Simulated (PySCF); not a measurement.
# SiH2Cl2 (dichlorosilane (DCS)): levels of theory compared

Aim: a comparison of 5 runs (HF/3-21G, HF/cc-pVDZ, HF/def2-SVP, B3LYP/pcseg-1, PBE/pcseg-2) of SiH2Cl2 (dichlorosilane (DCS)). Input form: a Python script.

Program for the calculation: PySCF 2.14.0.

### 1 The structure to begin with

SiH2Cl2 has 5 atoms, charge 0, and is taken as a singlet. As SMILES, `Cl[SiH2]Cl`. Geometry: relaxed at PBE0-D4/def2-TZVP.

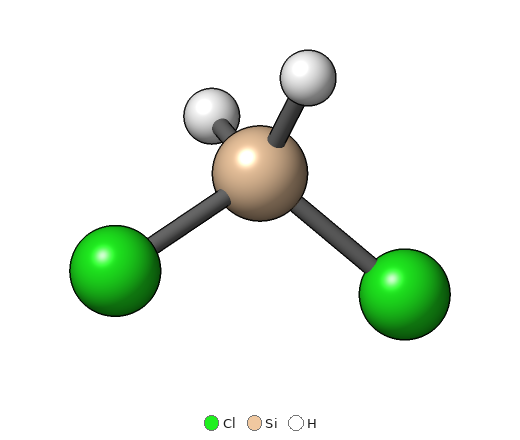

Viewed from a chosen angle; chlorine green, silicon light orange, hydrogen white.

### 2 Energy and forces at HF/3-21G (run 1)

File geometry.xyz:

```xyz
5
Cl2H2Si
Cl    -1.036100    -0.393400     1.609300
Si     0.136800    -0.071700    -0.028900
Cl    -0.799200     1.196800    -1.324000
H      0.352000    -1.362200    -0.711200
H      1.396500     0.556600     0.413400
```

File run.py:

```python
from pyscf import gto

system = gto.Mole()
system.atom = 'geometry.xyz'
system.verbose = 3
system.max_memory = 1860
system.basis = '3-21g'
system.build()

mf = system.RHF()
mf.conv_tol = 1e-10
mf.kernel()
if not mf.converged:
    mf = mf.newton().run(mf.mo_coeff, mf.mo_occ)

etot = mf.e_tot
print(f'total energy: {etot:.8f} hartree')
grad = mf.nuc_grad_method().kernel()
mf.analyze()
```

Command:

```console
OMP_NUM_THREADS=1 python run.py
```

What it wrote:

```text
converged SCF energy = -1203.21367424559
total energy: -1203.21367425 hartree
--------------- RHF gradients ---------------
         x                y                z
0 Cl     0.0261523454     0.0083288735    -0.0385013837
1 Si    -0.0505727381     0.0227248121     0.0082012550
2 Cl     0.0205736668    -0.0293300993     0.0309338858
3 H     0.0009556439    -0.0026374912    -0.0013582516
4 H     0.0028910820     0.0009139050     0.0007244945
----------------------------------------------
**** MO energy ****
MO #1   energy= -104.121787272958  occ= 2
MO #2   energy= -104.121655680602  occ= 2
MO #3   energy= -68.4113405266099  occ= 2
MO #4   energy= -10.5186437508715  occ= 2
MO #5   energy= -10.5181816936761  occ= 2
MO #6   energy= -7.9816625762481   occ= 2
MO #7   energy= -7.98154254226037  occ= 2
MO #8   energy= -7.97752300575267  occ= 2
MO #9   energy= -7.97738679667768  occ= 2
MO #10  energy= -7.97728494826188  occ= 2
MO #11  energy= -7.97720876558459  occ= 2
MO #12  energy= -6.22493386665198  occ= 2
MO #13  energy= -4.32146376086943  occ= 2
MO #14  energy= -4.31981976016325  occ= 2
MO #15  energy= -4.31843833607917  occ= 2
MO #16  energy= -1.15635812517002  occ= 2
MO #17  energy= -1.12016179586405  occ= 2
MO #18  energy= -0.761095143494046 occ= 2
MO #19  energy= -0.592137994781197 occ= 2
MO #20  energy= -0.571414347920339 occ= 2
MO #21  energy= -0.557096645091489 occ= 2
MO #22  energy= -0.491686734108008 occ= 2
MO #23  energy= -0.486586650908322 occ= 2
MO #24  energy= -0.476324347045704 occ= 2
MO #25  energy= -0.465271685147693 occ= 2
MO #26  energy= 0.110694036750279  occ= 0
MO #27  energy= 0.113664265145381  occ= 0
MO #28  energy= 0.210237097085683  occ= 0
MO #29  energy= 0.215757444805242  occ= 0
MO #30  energy= 0.394722695466239  occ= 0
MO #31  energy= 0.417593585445109  occ= 0
MO #32  energy= 0.440125896236431  occ= 0
MO #33  energy= 0.45324136700846   occ= 0
MO #34  energy= 0.742889553561664  occ= 0
MO #35  energy= 0.757000872127094  occ= 0
MO #36  energy= 0.78520780252744   occ= 0
MO #37  energy= 0.793965632565385  occ= 0
MO #38  energy= 0.876754171844837  occ= 0
MO #39  energy= 0.879876191720977  occ= 0
MO #40  energy= 0.967626599140712  occ= 0
MO #41  energy= 1.02087435970208   occ= 0
MO #42  energy= 1.29851123559327   occ= 0
MO #43  energy= 1.33067514347769   occ= 0
 ** Mulliken atomic charges  **
charge of    0Cl =     -0.29450
charge of    1Si =      0.75220
charge of    2Cl =     -0.29447
charge of    3H =     -0.08161
charge of    4H =     -0.08161
Dipole moment(X, Y, Z, Debye):  2.51030, -1.12688, -0.40847
```

Wall time 1.4 s (1 thread of Arm Neoverse V1, shared host); peak memory 0.12 GiB.

### 3 Energy and forces at HF/cc-pVDZ (run 2)

File job.py:

```python
# Cl[SiH2]Cl
import pyscf.grad
from pyscf import gto, scf

mol = gto.M(
    atom='''
Cl  -1.036100  -0.393400   1.609300
Si   0.136800  -0.071700  -0.028900
Cl  -0.799200   1.196800  -1.324000
H    0.352000  -1.362200  -0.711200
H    1.396500   0.556600   0.413400
''',
    max_memory=1860,
    spin=0,
    verbose=3,
    basis='cc-pvdz',
)

calc0 = scf.RHF(mol)
calc0.conv_tol = 1e-10
calc0.kernel()
if not calc0.converged:
    calc0 = calc0.newton().run(calc0.mo_coeff, calc0.mo_occ)

energy = calc0.e_tot
print('Final energy', energy)
grad = calc0.Gradients().kernel()
dip = calc0.dip_moment()
pop, q = calc0.mulliken_pop()
```

Command:

```console
OMP_NUM_THREADS=1 python job.py
```

What it wrote:

```text
converged SCF energy = -1209.20040782642
Final energy -1209.2004078264206
--------------- RHF gradients ---------------
         x                y                z
0 Cl     0.0074642038     0.0019666382    -0.0102899093
1 Si    -0.0152045819     0.0068431818     0.0024526230
2 Cl     0.0060017655    -0.0080324998     0.0081279184
3 H     0.0002686098    -0.0014900981    -0.0007914679
4 H     0.0014700029     0.0007127779     0.0005008358
----------------------------------------------
Dipole moment(X, Y, Z, Debye):  1.42071, -0.63763, -0.23135
 ** Mulliken pop  **
pop of  0 Cl 1s           2.00007
pop of  0 Cl 2s           2.01120
pop of  0 Cl 3s           0.92569
pop of  0 Cl 4s           0.98735
pop of  0 Cl 2px          1.99966
pop of  0 Cl 2py          1.99958
pop of  0 Cl 2pz          1.99973
pop of  0 Cl 3px          1.02335
pop of  0 Cl 3py          1.07572
pop of  0 Cl 3pz          0.96364
pop of  0 Cl 4px          0.75608
pop of  0 Cl 4py          0.83058
pop of  0 Cl 4pz          0.67563
pop of  0 Cl 3dxy         0.00169
pop of  0 Cl 3dyz         0.00310
pop of  0 Cl 3dz^2        0.00602
pop of  0 Cl 3dxz         0.00999
pop of  0 Cl 3dx2-y2      0.00202
pop of  1 Si 1s           2.00004
pop of  1 Si 2s           2.00985
pop of  1 Si 3s           0.77555
pop of  1 Si 4s           0.22285
pop of  1 Si 2px          2.00005
pop of  1 Si 2py          1.99984
pop of  1 Si 2pz          2.00047
pop of  1 Si 3px          0.46119
pop of  1 Si 3py          0.49676
pop of  1 Si 3pz          0.41871
pop of  1 Si 4px          0.16414
pop of  1 Si 4py          0.18779
pop of  1 Si 4pz          0.11435
pop of  1 Si 3dxy         0.07109
pop of  1 Si 3dyz         0.10581
pop of  1 Si 3dz^2        0.08221
pop of  1 Si 3dxz         0.09716
pop of  1 Si 3dx2-y2      0.08189
pop of  2 Cl 1s           2.00007
pop of  2 Cl 2s           2.01120
pop of  2 Cl 3s           0.92569
pop of  2 Cl 4s           0.98734
pop of  2 Cl 2px          1.99963
pop of  2 Cl 2py          1.99966
pop of  2 Cl 2pz          1.99968
pop of  2 Cl 3px          1.04379
pop of  2 Cl 3py          1.01416
pop of  2 Cl 3pz          1.00480
pop of  2 Cl 4px          0.78583
pop of  2 Cl 4py          0.74081
pop of  2 Cl 4pz          0.73558
pop of  2 Cl 3dxy         0.00461
pop of  2 Cl 3dyz         0.00785
pop of  2 Cl 3dz^2        0.00288
pop of  2 Cl 3dxz         0.00486
pop of  2 Cl 3dx2-y2      0.00262
pop of  3 H 1s            0.72999
pop of  3 H 2s            0.34096
pop of  3 H 2px           0.00074
pop of  3 H 2py           0.00958
pop of  3 H 2pz           0.00279
pop of  4 H 1s            0.72999
pop of  4 H 2s            0.34096
pop of  4 H 2px           0.00910
pop of  4 H 2py           0.00269
pop of  4 H 2pz           0.00133
 ** Mulliken atomic charges  **
charge of    0Cl =     -0.27110
charge of    1Si =      0.71026
charge of    2Cl =     -0.27104
charge of    3H =     -0.08406
charge of    4H =     -0.08406
```

Run time: 3.9 s. Hardware: 1 thread of Arm Neoverse V1, shared host; peak memory 0.13 GiB.

Runs 3 to 4 aren't shown in full; the table further down has their settings and results.

### 4 Energy and forces at PBE/pcseg-2 (run 5)

File run.py:

```python
# Cl[SiH2]Cl
import pyscf.grad
from pyscf import gto, dft

mol = gto.M(
    atom='''
Cl      -1.036100      -0.393400       1.609300
Si       0.136800      -0.071700      -0.028900
Cl      -0.799200       1.196800      -1.324000
H        0.352000      -1.362200      -0.711200
H        1.396500       0.556600       0.413400
''',
    basis='pcseg-2',
    verbose=4,
    max_memory=1860,
)

myscf = dft.RKS(mol)
myscf.xc = 'pbe'
myscf.grids.level = 5
myscf.conv_tol = 1e-10
myscf.kernel()
if not myscf.converged:
    myscf = myscf.newton().run(myscf.mo_coeff, myscf.mo_occ)

e_final = myscf.e_tot
print('E(%s) = %.9f' % ('PBE', e_final))
grad = myscf.Gradients().kernel()
dip = myscf.dip_moment()
pop, q = myscf.mulliken_pop()
```

Command:

```console
OMP_NUM_THREADS=1 python run.py
```

What it wrote:

```text
PySCF version 2.14.0

[... 76 lines left out ...]
converged SCF energy = -1210.72311320782
[... 13 lines left out ...]
Dipole moment(X, Y, Z, Debye):  1.13663, -0.51011, -0.18513
[... 136 lines left out ...]
charge of    4H =     -0.08419
```

It took 50 s on 1 thread of Arm Neoverse V1, shared host; peak memory 1.4 GiB.

### 5 Overview of the runs

```
run          level  integration grid   energy (Eh)  dipole moment (D)  HOMO energy (eV)  LUMO energy (eV)  wall time
  1       HF/3-21G                 –  -1203.213674               2.78            -12.66              3.01      1.4 s
  2     HF/cc-pVDZ                 –  -1209.200408               1.57            -12.35              3.75      3.9 s
  3    HF/def2-SVP                 –  -1208.813048               1.51            -12.31              4.09      2.4 s
  4  B3LYP/pcseg-1                 5  -1211.193368               1.60             -8.97             -0.28       15 s
  5    PBE/pcseg-2                 5  -1210.723113               1.26             -7.80             -0.97       50 s
```

### 6 Results

```
                       quantity           value
            run 5: total energy  -1210.72311 Eh
           run 5: dipole moment          1.26 D
             run 5: HOMO energy        -7.80 eV
             run 5: LUMO energy        -0.97 eV
           run 5: HOMO–LUMO gap         6.83 eV
run 5: largest force on an atom      0.298 eV/Å
```

What this shows: The dipole moment (its size) runs from 1.26 D (PBE/pcseg-2) to 2.78 D (HF/3-21G). The two ends differ in method and basis. The HOMO–LUMO gap runs from 6.83 eV (PBE/pcseg-2) to 16.41 eV (HF/def2-SVP). Totals of different functionals can't be ranked against each other. All runs together took 73 s, the longest 50 s.
